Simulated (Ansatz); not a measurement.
# CH₉BOSSi₂: what the fields show

Input file:

```
crystal:
  periodic: [false, false, false]
  atoms:
    - { symbol: B, position_ang: [-0.6567, -1.9197, -0.7523] }
    - { symbol: O, position_ang: [-0.5197, -0.4358, -1.0133] }
    - { symbol: C, position_ang: [0.4035, 0.104, -0.1274] }
    - { symbol: Si, position_ang: [2.2154, 0.0796, -0.9012] }
    - { symbol: S, position_ang: [0.021, 1.839, 0.1942] }
    - { symbol: Si, position_ang: [-1.7425, 1.4263, 1.3735] }
    - { symbol: H, position_ang: [-1.5054, -2.2367, 0.0008] }
    - { symbol: H, position_ang: [-0.0003, -2.6487, -1.3417] }
    - { symbol: H, position_ang: [0.4996, -0.4056, 0.9144] }
    - { symbol: H, position_ang: [3.115, 0.6915, 0.0383] }
    - { symbol: H, position_ang: [2.525, -1.3239, -1.1334] }
    - { symbol: H, position_ang: [2.1317, 0.8194, -2.1496] }
    - { symbol: H, position_ang: [-2.7618, 0.7055, 0.5313] }
    - { symbol: H, position_ang: [-1.3993, 0.6008, 2.5549] }
    - { symbol: H, position_ang: [-2.3473, 2.6536, 1.841] }
basis:
  gaussian: { orbitals: "6-31G*" }
hamiltonian:
  xc: pbe0
relax:
  f_tol: 0.015
  max_steps: 40
output:
  orbitals: {}
```

Command:

```sh
ansatz run input.yaml --threads 2 --pin off --max-ram 3072MiB --backend cpu --events-out ev --progress --plain --runs-dir out
```

The fields are those of the relaxed geometry.

Level of theory: Ansatz 0.2.0, RKS PBE0/6-31G*.

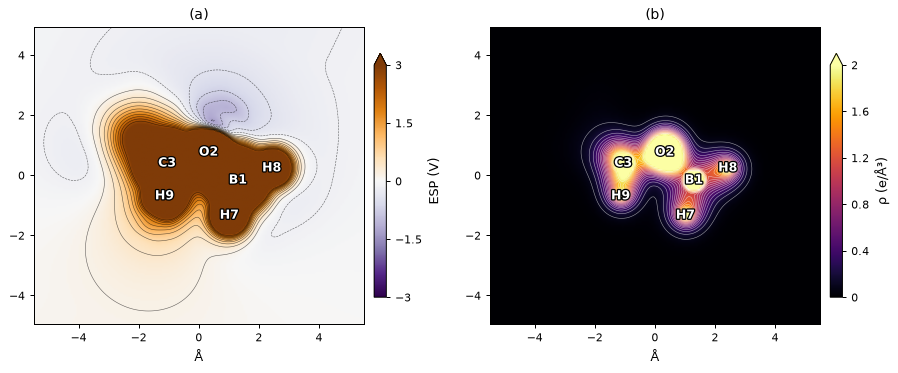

Figure 1. (a) electrostatic potential; (b) electron density on the plane of atoms H7, B1 and H8.

Question: Describe what can be read from this map.

Answer: The plane passes through B, O, C and H nuclei.
B–O (1.35 Å): the density is about 2.1 e/Å³ at the midpoint.
C–O (1.42 Å): ρ is about 2 e/Å³ halfway, with its minimum of 1.7 e/Å³ about 0.5 Å from C.
C–H (1.10 Å): ρ at the midpoint is about 2 e/Å³.
B–H (1.20 Å): ρ is about 1.2 e/Å³ halfway.
Outside the dense part of the molecule the potential is most negative (−1.2 V) near O2.

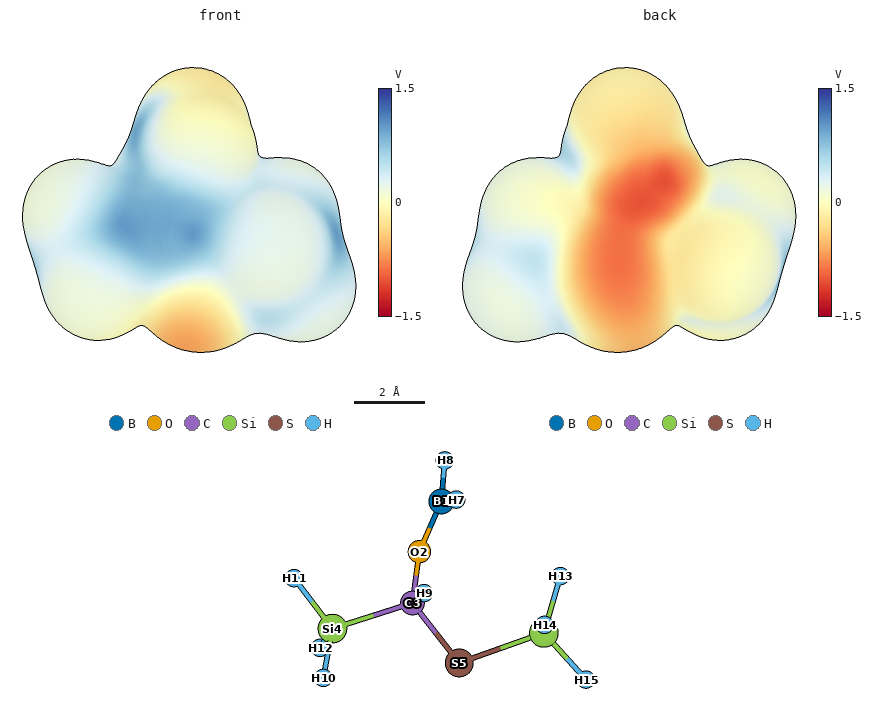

Figure 2. The molecular electrostatic potential painted on the density surface at 0.001 e/bohr³, seen from the front and from behind; red is negative and blue positive. The bare structure is drawn below in the same view.

Question: Describe the electrostatic potential map.

Answer: The most negative region (about −1.0 V) lies over O2, the most positive (about +1.0 V) over Si4, Si6 and H9. O2 is the likeliest acceptor of a hydrogen bond.

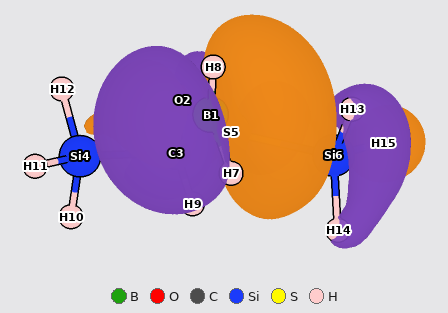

Figure 3. One frontier orbital at ±0.06 Å⁻³ᐟ² (orange and purple are the two phases), seen from one side.

Question: Which orbital is it: HOMO or LUMO?

Answer: The LUMO, at −0.40 eV. It lies mainly on B1 (about 50 %), O2 (about 15 %), Si6 (about 10 %) and H7 (about 5 %).
